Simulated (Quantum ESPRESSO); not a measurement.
# PbF2 (Fluorocronite): phonon frequency against volume, with a fit

Wanted: a fit of frequency against volume for PbF2 (Fluorocronite), tested on a run that is left out of it.

Main program and level: Quantum ESPRESSO 7.5; DFT LDA, scalar-relativistic, plane waves, PseudoDojo norm-conserving pseudopotentials.

The database entry behind the starting cell differs from later determinations by our own check (0.1 to 0.3 % short, probably kX units), so it need not match the best structure at ambient conditions.

**1. The relaxed structure**

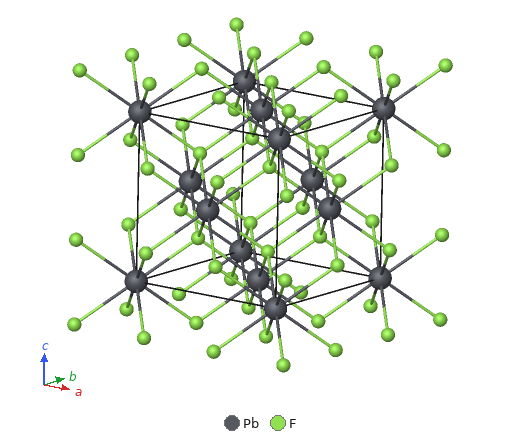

Start, viewed from a free direction; lead dark grey, fluorine green. This picture shows the conventional cell, with its axes. Some periodic images of atoms are drawn too.

This is the cell after its relaxation at this level of theory, not the database cell from which that began.

**2. Runs at several volumes**

The relaxed cell is scaled uniformly; in this structure symmetry fixes all atoms, so nothing has to be relaxed anew. Each volume gets a ground state and a response at Γ. The mode followed is the highest one without the macroscopic field, of symmetry T2g; longitudinal polar modes lie higher. Cutoff 92 Ry, k mesh 8×8×8.

From the response at V/V₀ = 0.94:

What it wrote:

```text
[banners, grids, parts of the stress and lines that vanish by symmetry left out]
Program PHONON v.7.5
     Reading xml data from directory:

[...]
Exchange-correlation= PW
                           (   1   4   0   0   0   0   0)
[...]
kinetic-energy cut-off    =      92.0000  Ry
     charge density cut-off    =     368.0000  Ry
     convergence threshold     =      1.0E-18
[...]
Exchange-correlation= PW
                           (   1   4   0   0   0   0   0)
[...]
q = (   0.0000000   0.0000000   0.0000000 )
     49 Sym.Ops. (with q -> -q+G )
     G cutoff = 1078.6777  (  37117 G-vectors)     FFT grid: ( 48, 48, 48)
     number of k points=    29
[...]
Mode symmetry, O_h (m-3m)  point group:
[...]
Dielectric constant
[...]
End of electric fields calculation
          Dielectric constant in cartesian axis
          (       3.514476233       0.000000000       0.000000000 )
          (       0.000000000       3.514476233      -0.000000000 )
          (       0.000000000      -0.000000000       3.514476233 )
          Effective charges (d Force / dE) in cartesian axis without acoustic sum rule applied (asr)
           atom    1  Pb    Mean Z*:        3.28397
      Ex  (        3.28397       -0.00000       -0.00000 )
      Ey  (       -0.00000        3.28397        0.00000 )
      Ez  (       -0.00000        0.00000        3.28397 )
           atom    2  F     Mean Z*:       -1.64186
      Ex  (       -1.64186        0.00000        0.00000 )
      Ey  (        0.00000       -1.64186       -0.00000 )
      Ez  (        0.00000        0.00000       -1.64186 )
           atom    3  F     Mean Z*:       -1.64186
      Ex  (       -1.64186        0.00000        0.00000 )
      Ey  (        0.00000       -1.64186        0.00000 )
      Ez  (        0.00000       -0.00000       -1.64186 )
          Effective charges Sum: Mean:        0.00025
[...]
Effective charges (d Force / dE) in cartesian axis with asr applied:
           atom    1  Pb    Mean Z*:        3.28389
[...]
atom    2  F     Mean Z*:       -1.64195
[...]
atom    3  F     Mean Z*:       -1.64195
[...]
Representation #   1 modes #   1   2   3
[...]
End of self-consistent calculation
     Convergence has been achieved
     Representation #   2 modes #   4   5   6
[...]
End of self-consistent calculation
     Convergence has been achieved
     Representation #   3 modes #   7   8   9
[...]
End of self-consistent calculation
     Convergence has been achieved
[...]
Dielectric constant in cartesian axis
          (       3.514476233       0.000000000       0.000000000 )
          (       0.000000000       3.514476233      -0.000000000 )
          (       0.000000000      -0.000000000       3.514476233 )
          Effective charges (d Force / dE) in cartesian axis without acoustic sum rule applied (asr)
           atom    1  Pb    Mean Z*:        3.28397
      Ex  (        3.28397       -0.00000       -0.00000 )
      Ey  (       -0.00000        3.28397        0.00000 )
      Ez  (       -0.00000        0.00000        3.28397 )
           atom    2  F     Mean Z*:       -1.64186
      Ex  (       -1.64186        0.00000        0.00000 )
      Ey  (        0.00000       -1.64186       -0.00000 )
      Ez  (        0.00000        0.00000       -1.64186 )
           atom    3  F     Mean Z*:       -1.64186
      Ex  (       -1.64186        0.00000        0.00000 )
      Ey  (        0.00000       -1.64186        0.00000 )
      Ez  (        0.00000       -0.00000       -1.64186 )
          Effective charges Sum: Mean:        0.00025
[...]
Effective charges (d Force / dE) in cartesian axis with asr applied:
           atom    1  Pb    Mean Z*:        3.28389
[...]
atom    2  F     Mean Z*:       -1.64195
[...]
atom    3  F     Mean Z*:       -1.64195
[...]
q = (    0.000000000   0.000000000   0.000000000 )
[...]
freq (    1) =       0.019902 [THz] =       0.663849 [cm-1]
     freq (    2) =       0.019902 [THz] =       0.663849 [cm-1]
     freq (    3) =       0.019902 [THz] =       0.663849 [cm-1]
     freq (    4) =       5.010253 [THz] =     167.124055 [cm-1]
     freq (    5) =       5.010253 [THz] =     167.124055 [cm-1]
     freq (    6) =       5.010253 [THz] =     167.124055 [cm-1]
     freq (    7) =       8.744313 [THz] =     291.678877 [cm-1]
     freq (    8) =       8.744313 [THz] =     291.678877 [cm-1]
     freq (    9) =       8.744313 [THz] =     291.678877 [cm-1]
[...]
Mode symmetry, O_h (m-3m)  point group:
     freq (   1-   3) =          0.7  [cm-1]   --> T_1u G_15  G_4- I
     freq (   4-   6) =        167.1  [cm-1]   --> T_1u G_15  G_4- I
     freq (   7-   9) =        291.7  [cm-1]   --> T_2g G_25' G_5+ R

   JOB DONE.
```

One volume, V/V₀ = 1, is held back as a test.

```
V/V₀  volume (Å³/atom)  pressure (GPa)   ω (cm⁻¹)
0.94            15.372            6.31     291.68
0.97            15.862            2.88     276.27
   1            16.353            0.00  held back
1.03            16.844           -2.43     248.12
1.06            17.334           -4.46     235.24
```

**3. The fit**

The mode Grüneisen parameter is γ = −d ln ω / d ln V.

```
ln(V/V₀)    ln ω
 -0.0619  5.6757
 -0.0305  5.6214
  0.0296  5.5139
  0.0583  5.4606
```

A straight line through these points has the slope -1.790, so γ = 1.79; at V/V₀ = 1 it predicts ω = exp(5.5659 + 0.0000) = 261.35 cm⁻¹.

A parabola of pressure against ln V through V/V₀ = 0.97, 1 and 1.03 gives the bulk modulus B = −dP/d ln V = 88 GPa at V₀. With ω₀ from the fitted line the pressure coefficient follows as dω/dP = γ ω₀ / B = 1.79 × 261.4 / 88 = 5.30 cm⁻¹/GPa.

**4. The run that was held back**

What it wrote:

```text
[banners, grids, parts of the stress and lines that vanish by symmetry left out]
[banner, memory and clock lines left out]
Program PHONON v.7.5

[...]
Exchange-correlation= PW
                           (   1   4   0   0   0   0   0)
[...]
kinetic-energy cut-off    =      92.0000  Ry
     charge density cut-off    =     368.0000  Ry
     convergence threshold     =      1.0E-18
[...]
Exchange-correlation= PW
                           (   1   4   0   0   0   0   0)
[...]
q = (   0.0000000   0.0000000   0.0000000 )
     49 Sym.Ops. (with q -> -q+G )
     G cutoff = 1124.1039  (  39597 G-vectors)     FFT grid: ( 48, 48, 48)
     number of k points=    29
[...]
Mode symmetry, O_h (m-3m)  point group:
[...]
Dielectric constant
[...]
End of electric fields calculation
          Dielectric constant in cartesian axis
          (       3.444124131       0.000000000       0.000000000 )
          (       0.000000000       3.444124131      -0.000000000 )
          (       0.000000000      -0.000000000       3.444124131 )
          Effective charges (d Force / dE) in cartesian axis without acoustic sum rule applied (asr)
           atom    1  Pb    Mean Z*:        3.22650
      Ex  (        3.22650        0.00000        0.00000 )
      Ey  (        0.00000        3.22650        0.00000 )
      Ez  (        0.00000       -0.00000        3.22650 )
           atom    2  F     Mean Z*:       -1.61312
      Ex  (       -1.61312       -0.00000       -0.00000 )
      Ey  (       -0.00000       -1.61312       -0.00000 )
      Ez  (       -0.00000       -0.00000       -1.61312 )
[...]
(       0.000000000      -0.000000000       3.444124131 )
          Effective charges (d Force / dE) in cartesian axis without acoustic sum rule applied (asr)
           atom    1  Pb    Mean Z*:        3.22650
      Ex  (        3.22650        0.00000        0.00000 )
      Ey  (        0.00000        3.22650        0.00000 )
      Ez  (        0.00000       -0.00000        3.22650 )
           atom    2  F     Mean Z*:       -1.61312
      Ex  (       -1.61312       -0.00000       -0.00000 )
      Ey  (       -0.00000       -1.61312       -0.00000 )
      Ez  (       -0.00000       -0.00000       -1.61312 )
           atom    3  F     Mean Z*:       -1.61312
      Ex  (       -1.61312       -0.00000        0.00000 )
      Ey  (        0.00000       -1.61312        0.00000 )
      Ez  (        0.00000        0.00000       -1.61312 )
          Effective charges Sum: Mean:        0.00026
[...]
Effective charges (d Force / dE) in cartesian axis with asr applied:
           atom    1  Pb    Mean Z*:        3.22641
[...]
atom    2  F     Mean Z*:       -1.61320
[...]
atom    3  F     Mean Z*:       -1.61320
[...]
q = (    0.000000000   0.000000000   0.000000000 )
[...]
freq (    1) =       0.013190 [THz] =       0.439970 [cm-1]
     freq (    2) =       0.013190 [THz] =       0.439970 [cm-1]
     freq (    3) =       0.013190 [THz] =       0.439970 [cm-1]
     freq (    4) =       3.933857 [THz] =     131.219353 [cm-1]
     freq (    5) =       3.933857 [THz] =     131.219353 [cm-1]
     freq (    6) =       3.933857 [THz] =     131.219353 [cm-1]
     freq (    7) =       7.847538 [THz] =     261.765676 [cm-1]
     freq (    8) =       7.847538 [THz] =     261.765676 [cm-1]
     freq (    9) =       7.847538 [THz] =     261.765676 [cm-1]
[...]
Mode symmetry, O_h (m-3m)  point group:
     freq (   1-   3) =          0.4  [cm-1]   --> T_1u G_15  G_4- I
     freq (   4-   6) =        131.2  [cm-1]   --> T_1u G_15  G_4- I
     freq (   7-   9) =        261.8  [cm-1]   --> T_2g G_25' G_5+ R
```

It gives 261.77 cm⁻¹ against the predicted 261.35 cm⁻¹, a miss of 0.4 cm⁻¹.

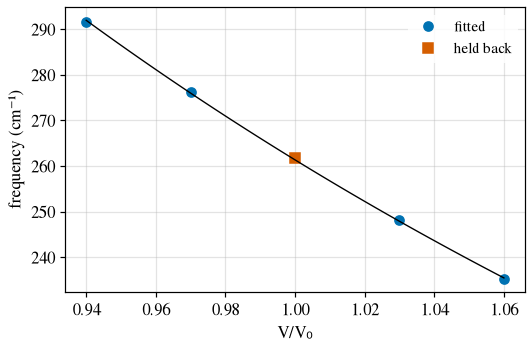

Frequency against volume, with the power-law fit.

**5. Outcome**

| Property | Result |
| --- | --- |
| mode Grüneisen parameter | 1.790 |
| bulk modulus | 88.2 GPa |
| pressure coefficient | 5.30 cm⁻¹/GPa |

The highest optical mode of PbF2 (Fluorocronite) without the LO-TO term stiffens by 5.30 cm⁻¹ a GPa near the relaxed volume, with γ = 1.79. The power law meets all 5 runs within 0.16 %; between neighbouring volumes γ runs from 1.73 to 1.86. Such a coefficient turns a measured shift of this mode into a hydrostatic stress; uniaxial or biaxial stress splits the mode and needs deformation potentials. These are harmonic values at zero temperature for the structure held cubic, which a run at Γ can't show to be stable; the bulk modulus rests on three points.

[Host names and launcher messages were left out of these logs when they were recorded.]

[Logs are printed without paths, hosts, clocks, repeated set-up lines and the standing remarks that a program may print on its own settings, such as how far it seeks lower states.]

[Hosts, paths, dates, database ids (printed as entryN), source tags and the programs' standing remarks are cut or masked in the printed files.]
